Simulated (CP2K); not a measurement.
# [NH2]− (SMILES [NH2-]) at B3LYP/aug-cc-pVTZ

Aim: the energy change on altering one bond length of [NH2]− at B3LYP/aug-cc-pVTZ, from 2 runs. 

Program for the calculation: CP2K 2026.2.

**1. Starting point**

[NH2]− has 3 atoms, charge -1, and is taken as a singlet. SMILES: `[NH2-]`. The shape is that of a PBE0-D4/def2-TZVPD optimisation.

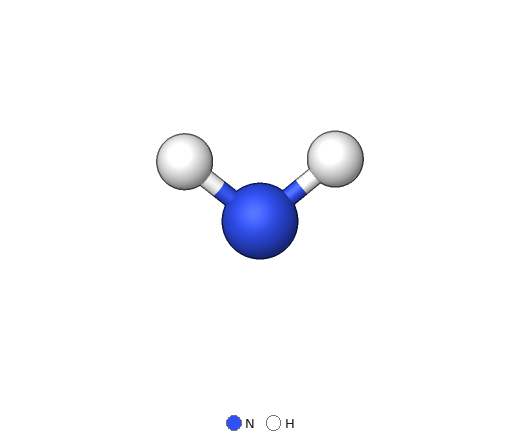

Viewed from a chosen angle; nitrogen blue, hydrogen white.

**2. The energy at B3LYP/aug-cc-pVTZ**

Contents of molecule.inp:

```
&FORCE_EVAL
  METHOD QS
  &DFT
    BASIS_SET_FILE_NAME ./aug_cc_pvtz.basis
    POTENTIAL_FILE_NAME POTENTIAL
    CHARGE -1
    MULTIPLICITY 1
    &QS
      METHOD GAPW
      EPS_DEFAULT 1.0E-10
    &END QS
    ! real-space grids
    &MGRID
      CUTOFF 280
      REL_CUTOFF 50
      NGRIDS 4
    &END MGRID
    &POISSON
      PERIODIC NONE
      POISSON_SOLVER WAVELET
    &END POISSON
    &SCF
      SCF_GUESS ATOMIC
      EPS_SCF 1.0E-07
      MAX_SCF 150
      ADDED_MOS 5
      &DIAGONALIZATION
        ALGORITHM STANDARD
      &END DIAGONALIZATION
      &MIXING
        METHOD DIRECT_P_MIXING
        ALPHA 0.4
      &END MIXING
    &END SCF
    ! exchange and correlation
    &XC
      &XC_FUNCTIONAL
        &HYB_GGA_XC_B3LYP
        &END HYB_GGA_XC_B3LYP
      &END XC_FUNCTIONAL
      &HF
        FRACTION 0.2
        &SCREENING
          EPS_SCHWARZ 1.0E-10
          SCREEN_ON_INITIAL_P F
        &END SCREENING
        &INTERACTION_POTENTIAL
          POTENTIAL_TYPE COULOMB
        &END INTERACTION_POTENTIAL
        &MEMORY
          MAX_MEMORY 1050
        &END MEMORY
      &END HF
    &END XC
    ! extra output
    &PRINT
      &MOMENTS
        PERIODIC F
        REFERENCE COM
        MAX_MOMENT 1
      &END MOMENTS
      &MO ON
        ENERGIES T
        OCCUPATION_NUMBERS T
        NDIGITS 6
        &EACH
          QS_SCF 0
        &END EACH
        ADD_LAST NUMERIC
      &END MO
      &LOWDIN ON
      &END LOWDIN
      &HIRSHFELD OFF
      &END HIRSHFELD
    &END PRINT
  &END DFT
  &SUBSYS
    &CELL
      ABC [angstrom] 13 13 13
      PERIODIC NONE
    &END CELL
    &COORD
      N      0.342200    -0.203000     0.168700
      H      0.125500     0.801200     0.156000
      H     -0.467700    -0.598200    -0.324700
    &END COORD
    &TOPOLOGY
      &CENTER_COORDINATES
      &END CENTER_COORDINATES
    &END TOPOLOGY
    &KIND N
      BASIS_SET aug-cc-pVTZ
      POTENTIAL ALL
      LEBEDEV_GRID 194
      RADIAL_GRID 100
    &END KIND
    &KIND H
      BASIS_SET aug-cc-pVTZ
      POTENTIAL ALL
      LEBEDEV_GRID 194
      RADIAL_GRID 100
    &END KIND
  &END SUBSYS
&END FORCE_EVAL
&GLOBAL
  PROJECT_NAME molecule
  RUN_TYPE ENERGY
  PRINT_LEVEL MEDIUM
&END GLOBAL
```

On the command line:

```bash
$ OMP_NUM_THREADS=1 cp2k.psmp molecule.inp > molecule.out
```

The program printed:

```text
CP2K| version string:                                       CP2K version 2026.2
[...]
 GLOBAL| Method name                                                        CP2K
[...]
 GLOBAL| Run type                                                         ENERGY
[...]
 DFT| Spin restricted Kohn-Sham (RKS) calculation                            RKS
 DFT| Multiplicity                                                             1
[...]
 DFT| Charge                                                                  -1
[...]
 FUNCTIONAL| HYB_GGA_XC_B3LYP:
[...]
 QS| Method:                                                                GAPW
[...]
 QS| Density cutoff [a.u.]:                                                140.0
[...]
 QS| Relative density cutoff [a.u.]:                                        25.0
[...]
                             - Atoms:                                          3
[...]
                             - Spherical basis functions:                     92
[...]
 Number of electrons:                                                         10
[...]
     1 P_Mix/Diag. 0.40E+00    7.8    27.58271513       -59.1707753222 -5.92E+01
[...]
    20 DIIS/Diag.  0.23E-07    3.5     0.00000009       -55.9339622315 -2.13E-14
  *** SCF run converged in    20 steps ***
[...]
  Overlap energy of the core charge distribution:               0.00000024186392
  Self energy of the core charge distribution:                -50.62052466092338
  Core Hamiltonian energy:                                     -6.31869322043299
  Hartree energy:                                              17.31502772583357
  Exchange-correlation energy:                                 -2.75813465711143
  Hartree-Fock Exchange energy:                                -1.47858828226432
[...]
                     Mulliken Population Analysis
 #  Atom  Element  Kind  Atomic population                           Net charge
       1     N        1          8.186511                             -1.186511
       2     H        2          0.906752                              0.093248
       3     H        2          0.906736                              0.093264
 # Total charge                             10.000000                 -1.000000
[...]
  Dipole moment [Debye]
    X= -0.1080464E+01 Y=  0.6409811E+00 Z= -0.5326520E+00  Total=      1.3645432
 ENERGY| Total FORCE_EVAL ( QS ) energy [hartree]            -55.933962231469756
[...]
```

It took 80 s on 1 thread of Arm Neoverse V1, shared host; peak memory 1 GiB.

**3. The distorted shape**

Contents of molecule.xyz:

```xyz
3

N      0.374704    -0.353627     0.170605
H      0.125500     0.801200     0.156000
H     -0.435196    -0.748827    -0.322795
```

Contents of qs.inp:

```
&GLOBAL
  PROJECT qs
  RUN_TYPE ENERGY
  PRINT_LEVEL MEDIUM
&END GLOBAL

&FORCE_EVAL
  METHOD QS
  &DFT
    BASIS_SET_FILE_NAME ./aug_cc_pvtz.basis
    POTENTIAL_FILE_NAME POTENTIAL
    CHARGE -1
    MULTIPLICITY 1
    &QS
      METHOD GAPW
      EPS_DEFAULT 1.0E-10
    &END QS
    &MGRID
      CUTOFF 280
      REL_CUTOFF 50
      NGRIDS 4
    &END MGRID
    &POISSON
      PERIODIC NONE
      POISSON_SOLVER WAVELET
    &END POISSON
    &SCF
      SCF_GUESS ATOMIC
      EPS_SCF 1.0E-06
      MAX_SCF 50
      &OT ON
        MINIMIZER DIIS
        PRECONDITIONER FULL_ALL
      &END OT
      &OUTER_SCF
        EPS_SCF 1.0E-06
        MAX_SCF 5
      &END OUTER_SCF
    &END SCF
    &XC
      &XC_FUNCTIONAL
        &HYB_GGA_XC_B3LYP
        &END HYB_GGA_XC_B3LYP
      &END XC_FUNCTIONAL
      &HF
        FRACTION 0.2
        &SCREENING
          EPS_SCHWARZ 1.0E-10
          SCREEN_ON_INITIAL_P F
        &END SCREENING
        &INTERACTION_POTENTIAL
          POTENTIAL_TYPE COULOMB
        &END INTERACTION_POTENTIAL
        &MEMORY
          MAX_MEMORY 1050
        &END MEMORY
      &END HF
    &END XC
    &PRINT
      &MOMENTS
        PERIODIC F
        REFERENCE COM
        MAX_MOMENT 1
      &END MOMENTS
      &MO_CUBES
        NLUMO 3
        NHOMO -1
        WRITE_CUBE F
      &END MO_CUBES
      &LOWDIN ON
      &END LOWDIN
      &HIRSHFELD OFF
      &END HIRSHFELD
    &END PRINT
  &END DFT
  &SUBSYS
    &CELL
      ABC [angstrom] 13.2 13.2 13.2
      PERIODIC NONE
    &END CELL
    &TOPOLOGY
      COORD_FILE_NAME molecule.xyz
      COORD_FILE_FORMAT XYZ
      &CENTER_COORDINATES
      &END CENTER_COORDINATES
    &END TOPOLOGY
    &KIND N
      BASIS_SET aug-cc-pVTZ
      POTENTIAL ALL
      LEBEDEV_GRID 194
      RADIAL_GRID 100
    &END KIND
    &KIND H
      BASIS_SET aug-cc-pVTZ
      POTENTIAL ALL
      LEBEDEV_GRID 194
      RADIAL_GRID 100
    &END KIND
  &END SUBSYS
&END FORCE_EVAL
```

On the command line:

```bash
$ OMP_NUM_THREADS=1 cp2k.psmp -i qs.inp > qs.out 2>&1
```

The program printed:

```text
CP2K| version string:                                       CP2K version 2026.2
[...]
 GLOBAL| Method name                                                        CP2K
[...]
 GLOBAL| Run type                                                         ENERGY
[...]
 DFT| Spin restricted Kohn-Sham (RKS) calculation                            RKS
 DFT| Multiplicity                                                             1
[...]
 DFT| Charge                                                                  -1
[...]
 FUNCTIONAL| HYB_GGA_XC_B3LYP:
[...]
 QS| Method:                                                                GAPW
[...]
 QS| Density cutoff [a.u.]:                                                140.0
[...]
 QS| Relative density cutoff [a.u.]:                                        25.0
[...]
                             - Atoms:                                          3
[...]
                             - Spherical basis functions:                     92
[...]
 Number of electrons:                                                         10
[...]
     1 OT DIIS     0.15E+00    7.8     0.26331194       -51.7260025716 -5.17E+01
[...]
    40 OT DIIS     0.15E+00    3.6     0.00000091       -55.9219803048 -3.13E-10
  *** SCF run converged in    40 steps ***
[...]
  Overlap energy of the core charge distribution:               0.00000012158173
  Self energy of the core charge distribution:                -50.62052466092338
  Core Hamiltonian energy:                                     -6.47773419878608
  Hartree energy:                                              17.47196708831129
  Exchange-correlation energy:                                 -2.72294046442799
  Hartree-Fock Exchange energy:                                -1.46640068994255
[...]
                     Mulliken Population Analysis
 #  Atom  Element  Kind  Atomic population                           Net charge
       1     N        1          8.183650                             -1.183650
       2     H        2          0.909336                              0.090664
       3     H        2          0.907014                              0.092986
 # Total charge                             10.000000                 -1.000000
[...]
  Dipole moment [Debye]
    X= -0.9513353E+00 Y=  0.2982799E+00 Z= -0.4969415E+00  Total=      1.1139842
[...]
 WARNING : did not converge in ot_eigensolver
 number of iterations          299  exceeded maximum
 current gradient / target gradient   1.2327216067348299E-003  /    1.0000000000000001E-005
[...]
 HOMO - LUMO gap [eV] :    2.003541
 ENERGY| Total FORCE_EVAL ( QS ) energy [hartree]            -55.921980304814518
[...]
```

Run time: 2.6 min. Hardware: 1 thread of Arm Neoverse V1, shared host; peak memory 1 GiB.

**4. Outcome**

At B3LYP/aug-cc-pVTZ:

```
                                                              quantity         value
                                             first shape: total energy  -55.93396 Eh
                                              first shape: HOMO energy       1.65 eV
                                              first shape: LUMO energy       3.52 eV
    first shape: HOMO–LUMO gap (to an unbound level, set by the basis)       1.87 eV
                                         distorted shape: total energy  -55.92198 Eh
                                          distorted shape: HOMO energy       1.58 eV
                                          distorted shape: LUMO energy       3.59 eV
distorted shape: HOMO–LUMO gap (to an unbound level, set by the basis)       2.00 eV
     energy change with the N1–H2 bond stretched from 1.027 to 1.181 Å      0.326 eV
```

**Reading.** With the N1–H2 bond stretched from 1.027 to 1.181 Å the energy rises by 0.33 eV (31.5 kJ/mol). The first shape isn't relaxed at this level, so the change isn't measured from a minimum. The HOMO (first shape) lies at positive energy, 1.65 eV; only total energies tell whether the electron is bound. The HOMO (distorted shape) lies at positive energy, 1.58 eV; only total energies tell whether the electron is bound.
